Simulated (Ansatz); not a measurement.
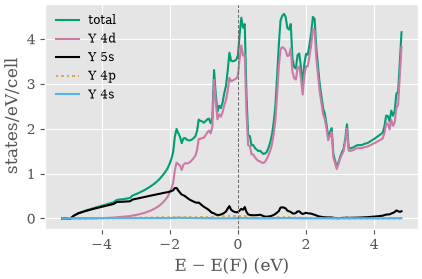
*Total and projected density of states of Y (hcp (Mg type), P6_3/mmc), plane-wave PAW r²SCAN+D4 (Ansatz code)*

Problem. Which orbitals carry the states next to the Fermi level?

Solution. Within 0.5 eV of the Fermi level: Y 4d 87 %, outside the projected shells 6 %. Projections are on Löwdin-orthogonalised atomic valence shells; empty p or d shells of many metals are not among them.

Symmetry was held in the r²SCAN+D4 relaxation. No spin polarisation was allowed. The pairwise dispersion correction was not fitted to metals. Scalar-relativistic: spin–orbit coupling is off unless named, which matters more the heavier the elements.

Potentials: the earlier of the program's two PAW sets.
